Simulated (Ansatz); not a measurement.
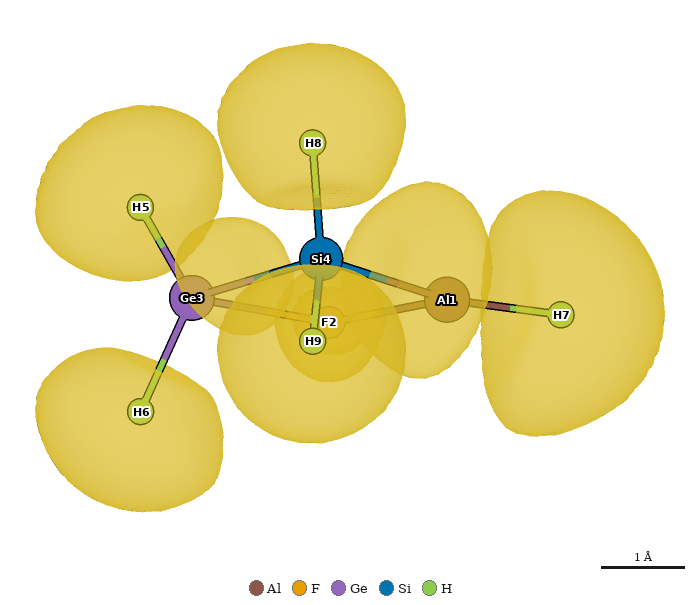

The picture shows: AlFGeH$_{5}$Si (charge +1). Isosurface of the ELF at 0.8 (yellow), seen from one side. Only the valence region is drawn (cores and ρ < 0.01 e/Å³ removed).

Geometry: B3LYP-D3(BJ)/def2-SVP.

The calculation used Ansatz 0.2.0, isolated molecule in a Gaussian basis; Kohn-Sham density functional theory, functional PBE0.

Input

```
crystal:
  periodic: [false, false, false]
  atoms:
    - symbol: Al
      position_ang: [-3.143047, 0.459278, -0.316249]
    - symbol: F
      position_ang: [-2.205645, -0.999766, 0.158817]
    - symbol: Ge
      position_ang: [-0.506392, -0.389810, 1.102419]
    - symbol: Si
      position_ang: [-1.367169, 1.830920, 0.691129]
    - symbol: H
      position_ang: [-0.733967, -1.128875, 2.426695]
    - symbol: H
      position_ang: [0.499979, -1.069071, 0.165636]
    - symbol: H
      position_ang: [-4.488195, 0.200831, -1.059811]
    - symbol: H
      position_ang: [-1.680562, 2.523622, 1.965375]
    - symbol: H
      position_ang: [-0.479868, 2.582855, -0.230285]
basis:
  gaussian: {orbitals: def2-TZVPD}
total_charge: 1
hamiltonian: {xc: {name: PBE0}}
output: {forces: true, orbitals: {seedname: orbitals}}
```

Run with:

```sh
ansatz run input.yaml --threads 2 --pin off --max-ram 4350MiB --events-out events.jsonl --progress --plain --runs-dir runs
```

**Describe the localisation domains.**

The ELF exceeds this value in five regions around hydrogen nuclei, one region wrapped around Al (its valence shell), one region wrapped around F (its valence shell) and one region wrapped around Ge (its valence shell). Along the contacts the grid gives the following. Al–F (1.80 Å): the ELF peaks at about 0.85 in the valence shell of F, 0.6 Å from its nucleus, and is about 0.35 at the midpoint. Ge–F (2.04 Å): the ELF peaks at about 0.85 in the valence shell of F, 0.5 Å from its nucleus, and is about 0.20 at the midpoint.
